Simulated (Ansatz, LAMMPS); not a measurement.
## Atom list for Amorphous SnO2 (108 atoms)

The starting structure: 108 atoms (36 Sn, 72 O) placed at random at 6.03 g/cm³, melted at 5000 K for 10 ps at fixed volume with the Morse and Coulomb pair potential with partial charges (Pedone, Malavasi, Menziani, Cormack and Segre, J. Phys. Chem. B 110, 11780 (2006)). Quenched from 5000 K to 300 K at 50 K/ps and fixed volume, held 10 ps at zero pressure, then minimised at fixed cell.

Geometry: step 2 of a relaxation. Computed with Ansatz 0.2.0: Kohn-Sham DFT, PBE, PAW (set soft_2), plane waves; cutoff 420 eV, Γ point, fixed occupations; density 6.17 g/cm³.

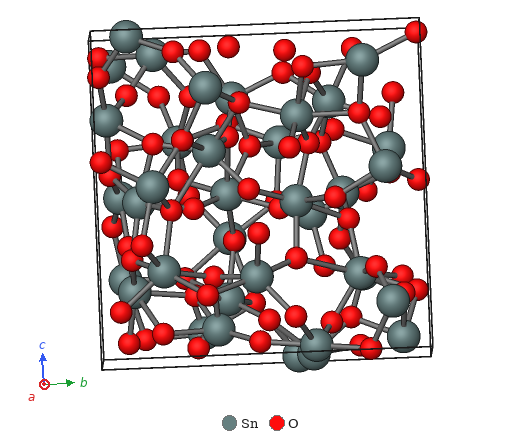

The structure (tin teal, oxygen red). Bonds to atoms that aren't drawn are left out.

Cell vectors (Å):

```
11.343 0.000 0.000
0.000 11.343 0.000
0.000 0.000 11.343
```

Positions (Å):

```
1 Sn 9.611 5.400 2.711
2 Sn 10.979 1.921 5.895
3 Sn 6.845 0.460 8.372
4 Sn 8.533 7.370 0.296
5 Sn 10.916 9.322 9.981
6 Sn 7.152 8.986 2.761
7 Sn 2.025 6.407 7.534
8 Sn 4.399 7.289 0.135
9 Sn 9.580 6.999 8.207
10 Sn 0.124 7.399 5.101
11 Sn 8.397 3.937 7.140
12 Sn 5.115 4.811 9.013
13 Sn 10.423 10.049 1.655
14 Sn 2.427 2.901 7.654
15 Sn 11.005 3.884 9.241
16 Sn 3.849 4.422 2.146
17 Sn 4.325 10.403 0.603
18 Sn 9.073 1.241 11.163
19 Sn 1.636 0.927 3.005
20 Sn 4.358 2.153 10.639
21 Sn 6.030 1.198 2.452
22 Sn 7.782 6.880 5.312
23 Sn 4.008 0.838 5.767
24 Sn 0.808 6.804 0.197
25 Sn 1.608 4.577 4.309
26 Sn 1.254 0.678 10.389
27 Sn 1.109 3.579 1.088
28 Sn 9.975 9.976 6.325
29 Sn 2.269 9.107 2.888
30 Sn 4.781 8.497 5.627
31 Sn 5.135 4.520 5.723
32 Sn 6.393 8.142 8.735
33 Sn 7.382 1.459 5.482
34 Sn 9.420 2.215 3.017
35 Sn 1.895 10.174 7.191
36 Sn 6.975 4.031 1.014
37 O 5.553 3.284 2.254
38 O 11.159 1.477 3.879
39 O 5.008 5.804 1.338
40 O 8.122 7.510 9.700
41 O 5.789 3.771 10.684
42 O 1.125 10.400 9.110
43 O 3.760 10.162 6.300
44 O 8.862 5.244 5.756
45 O 11.239 6.693 7.065
46 O 1.216 3.225 5.825
47 O 0.819 7.807 3.248
48 O 3.174 0.302 10.633
49 O 9.545 8.207 5.340
50 O 10.325 6.681 1.259
51 O 10.957 7.259 9.840
52 O 10.335 3.016 7.484
53 O 3.699 4.708 4.158
54 O 6.488 4.611 7.652
55 O 1.870 6.235 5.500
56 O 1.361 4.639 8.250
57 O 1.168 2.329 9.282
58 O 1.881 5.335 2.036
59 O 9.015 9.531 2.905
60 O 3.513 8.628 1.369
61 O 2.641 0.828 7.454
62 O 5.045 9.032 10.570
63 O 4.977 7.795 7.395
64 O 9.350 5.035 8.732
65 O 0.632 10.469 2.797
66 O 7.856 2.022 7.469
67 O 5.111 0.944 0.715
68 O 7.799 7.374 7.291
69 O 11.069 5.511 4.154
70 O 10.691 3.679 2.102
71 O 2.080 2.978 2.971
72 O 3.154 3.337 0.528
73 O 9.713 0.675 1.662
74 O 3.978 2.873 6.313
75 O 2.355 8.284 7.886
76 O 0.575 9.347 5.790
77 O 8.462 11.106 5.860
78 O 8.286 6.796 3.331
79 O 6.005 10.468 2.055
80 O 2.603 6.720 10.676
81 O 9.197 2.553 5.113
82 O 5.895 0.505 6.500
83 O 5.805 6.306 5.155
84 O 1.025 1.546 0.950
85 O 7.597 2.112 0.921
86 O 10.770 11.213 10.869
87 O 6.855 9.893 8.124
88 O 11.242 0.185 6.804
89 O 3.093 10.941 2.227
90 O 3.676 3.393 9.177
91 O 8.168 0.240 9.826
92 O 3.644 8.354 4.087
93 O 0.714 8.936 0.468
94 O 3.866 5.373 7.385
95 O 8.187 5.442 0.507
96 O 6.637 3.330 5.223
97 O 8.229 3.925 2.797
98 O 7.721 1.143 3.494
99 O 6.797 7.937 1.121
100 O 2.223 0.557 4.846
101 O 9.995 2.823 10.552
102 O 5.428 6.610 9.823
103 O 4.950 1.053 4.037
104 O 0.498 4.808 10.931
105 O 6.622 8.655 4.663
106 O 5.298 1.194 9.252
107 O 9.346 9.227 0.078
108 O 9.924 9.145 8.207
```

**Question.** What force acts on each atom?

Columns: atom, fx, fy, fz (forces in eV/Å).

```
1 0.077 0.051 -0.259
2 -0.039 -0.009 -0.138
3 -0.302 0.483 0.445
4 -0.182 -0.153 -0.131
5 0.054 0.354 -0.286
6 0.064 -0.229 0.207
7 -0.143 -0.182 0.006
8 -0.037 -0.108 -0.396
9 -0.100 0.478 0.121
10 -0.129 -0.225 -0.068
11 0.232 -0.273 -0.105
12 -0.352 0.078 0.067
13 0.106 0.013 -0.403
14 -0.208 0.151 -0.135
15 0.207 -0.234 -0.337
16 -0.065 -0.196 0.137
17 0.239 0.246 0.132
18 0.063 0.004 -0.314
19 0.067 0.138 -0.359
20 0.236 0.004 0.199
21 0.222 0.170 -0.437
22 -0.241 0.231 -0.383
23 -0.134 -0.214 0.038
24 -0.122 -0.188 0.229
25 0.017 0.188 -0.184
26 -0.441 -0.116 0.120
27 0.051 -0.185 -0.129
28 -0.469 0.393 -0.093
29 -0.079 0.436 0.369
30 0.360 -0.128 -0.393
31 -0.241 -0.158 0.496
32 0.005 0.108 0.290
33 -0.194 -0.212 0.090
34 0.066 0.120 -0.033
35 -0.188 0.256 -0.248
36 -0.307 0.298 0.242
37 -0.165 -0.129 0.057
38 -0.174 0.172 0.036
39 0.170 0.098 -0.089
40 0.053 -0.106 0.316
41 -0.005 -0.113 -0.170
42 0.007 -0.303 -0.085
43 -0.057 -0.129 -0.085
44 -0.061 0.480 0.178
45 -0.001 0.198 0.071
46 0.215 -0.070 0.235
47 0.063 0.133 -0.240
48 -0.126 0.137 0.118
49 0.410 -0.264 0.228
50 0.099 0.408 -0.113
51 0.233 0.303 0.332
52 -0.135 0.261 0.191
53 -0.030 -0.017 -0.073
54 0.127 -0.052 -0.631
55 0.197 0.280 -0.078
56 -0.038 0.034 -0.045
57 -0.217 -0.102 0.072
58 0.000 -0.047 -0.095
59 0.217 0.071 0.229
60 0.202 -0.306 -0.465
61 0.210 0.337 -0.008
62 -0.249 0.429 0.275
63 0.153 -0.224 0.402
64 -0.174 0.097 0.013
65 0.088 -0.036 0.247
66 -0.095 -0.051 0.054
67 -0.029 0.289 -0.059
68 -0.075 -0.249 -0.351
69 0.045 -0.186 0.019
70 -0.279 -0.042 0.241
71 -0.091 0.128 0.043
72 -0.015 0.117 0.090
73 -0.183 0.110 -0.087
74 -0.057 -0.064 0.075
75 -0.230 0.125 0.070
76 0.303 -0.487 0.021
77 0.359 -0.276 0.117
78 -0.152 0.059 -0.085
79 -0.041 -0.249 0.060
80 0.324 0.017 0.173
81 0.376 -0.053 0.051
82 0.020 0.242 -0.202
83 -0.033 0.100 0.032
84 0.177 -0.137 0.004
85 -0.071 -0.100 0.095
86 0.448 0.006 -0.186
87 0.078 -0.308 -0.273
88 0.035 0.129 0.362
89 -0.245 0.182 0.112
90 0.035 0.153 0.065
91 0.028 -0.508 -0.068
92 -0.095 -0.234 -0.132
93 -0.489 -0.392 -0.210
94 -0.129 -0.272 0.025
95 0.374 -0.562 0.127
96 0.140 0.200 0.198
97 0.018 0.041 -0.076
98 -0.083 -0.395 0.071
99 0.023 -0.012 0.011
100 -0.045 -0.081 0.036
101 0.072 0.075 0.353
102 0.176 -0.439 -0.041
103 -0.087 0.155 0.234
104 -0.018 -0.077 0.161
105 0.120 0.446 0.163
106 0.090 -0.138 -0.460
107 0.133 -0.029 0.123
108 0.064 -0.166 -0.134
```

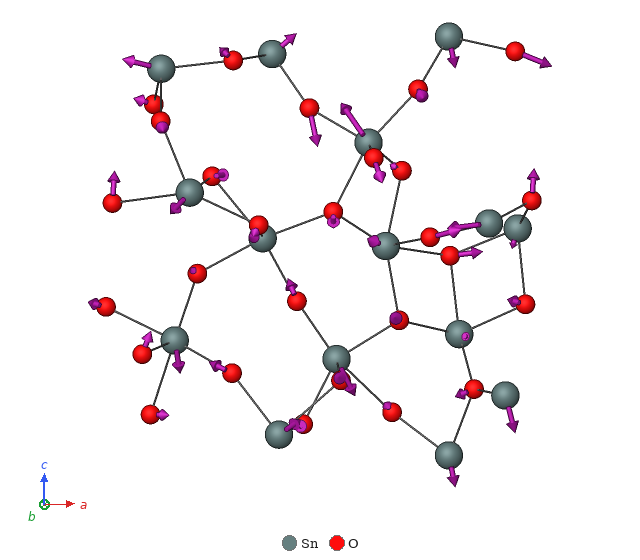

The forces as arrows, the longest 0.723 eV/Å. Drawn is a slice 4 Å thick, seen along the normal of the ac plane.

The quench rate of 50 K/ps is many orders above laboratory rates, so the cell is likely richer in defects and strain than a real sample. The network of bonds at the start is that of the classical potential that made the cell. Only the Γ point is sampled, in a cell whose shortest periodic width is 11 Å.

The r.m.s. force component is 0.213 eV/Å; the longest force, 0.723 eV/Å, acts on Sn3. The energy lies 27.5 meV/atom below that of the first step of this run.

[Logs are printed without paths, hosts, clocks, repeated set-up lines and the standing remarks that a program may print on its own settings, such as how far it seeks lower states.]

[Hosts, paths, dates, database ids (printed as entryN), source tags and the programs' standing remarks are cut or masked in the printed files.]
